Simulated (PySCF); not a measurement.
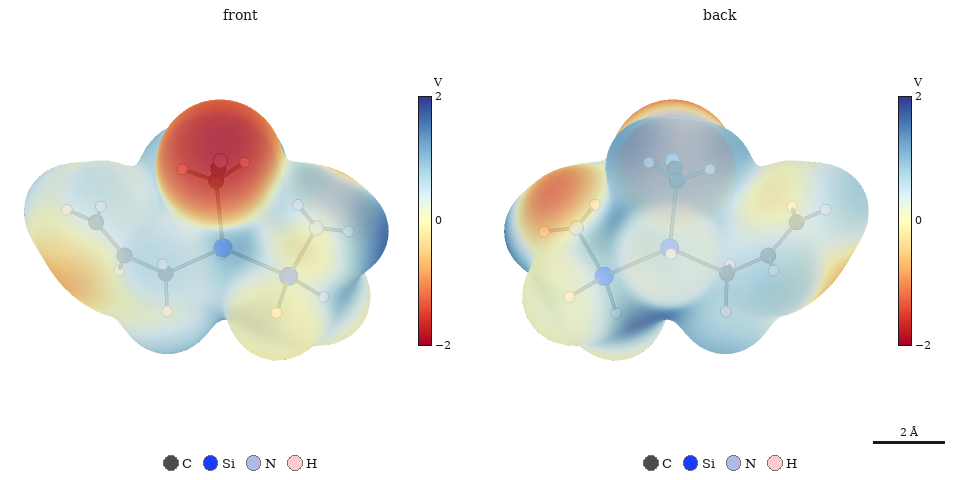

*C₅H₁₂N₂Si₂. The electrostatic potential painted on the density surface at 0.002 e/bohr³, seen from the front and from behind; the colour scale runs from red (negative) to blue (positive).*

Geometry: GFN2-xTB.

Level of theory: PBE0/pcSseg-1, SCF density, gas phase, non-relativistic (PySCF).

The calculation's input:

```
{"job": {"kind": "nmr", "xc": "PBE0", "basis": "pcSseg-1"}, "charge": 0, "multiplicity": 1}
C      2.873127     1.345595    -0.879464
C      2.451849     0.105904    -1.060687
C      1.063967    -0.264915    -1.443994
Si     0.068038    -0.901306     0.070256
C      0.095536     0.576049     1.326028
C     -0.714123     1.638481     0.839272
N     -1.391355     2.456916     0.407765
Si    -2.086606    -1.540612    -0.483380
N     -3.124904    -0.560620     0.477000
H      3.883182     1.570711    -0.581685
H      2.221595     2.190608    -1.035408
H      3.124762    -0.725464    -0.893132
H      1.087778    -1.043281    -2.207320
H      0.552447     0.601040    -1.867793
H      0.904404    -1.913358     0.748442
H     -0.292984     0.257773     2.293457
H      1.115375     0.939530     1.460636
H     -2.416740    -2.909396    -0.073760
H     -2.319249    -1.477803    -1.940850
H     -2.994781     0.439905     0.474734
H     -4.110238    -0.768814     0.504156
```

Launched as:

```sh
OMP_NUM_THREADS=1 python probes_run.py task.json out
```

> Where is the surface potential most negative and most positive?

The most negative region (about −1.8 V, or −42 kcal/mol for a unit charge) lies over N7, the most positive (about +1.6 V, or +37 kcal/mol for a unit charge) over Si4, Si8 and H21. N7 is the likeliest acceptor of a hydrogen bond.

> What dipole moment does the calculation give?

Its dipole moment is 2.75 D.
